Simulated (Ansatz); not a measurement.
Where the default PAW files enter, the runs use the earlier of Ansatz's two default sets.

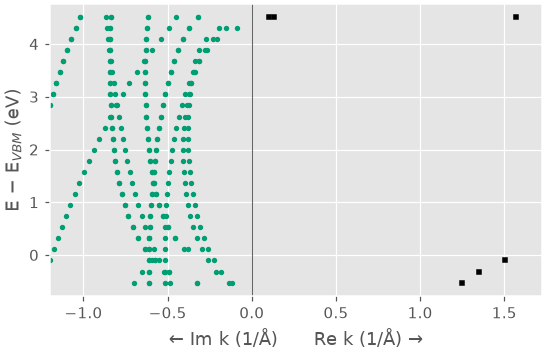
Figure: Complex bands at the centre of the two-dimensional zone; Ansatz (a first-principles code) with r2SCAN

The gap is the functional's own, uncorrected, and κ follows it; spin-orbit coupling is left out. Mid-gap values are interpolated between the computed energies.

Problem. This is HfO$_{2}$ (Fm-3m, fluorite, 3 atoms a cell, 10.6 Å³ an atom, 4 GPa at this level) along the normal of (110). Read off the slowest decay at the centre of the two-dimensional zone at 2.21 eV, the computed energy nearest the middle of the gap.

Solution. κ ≈ 0.38 1/Å, a decay length 1/(2κ) of the density of 1.3 Å.
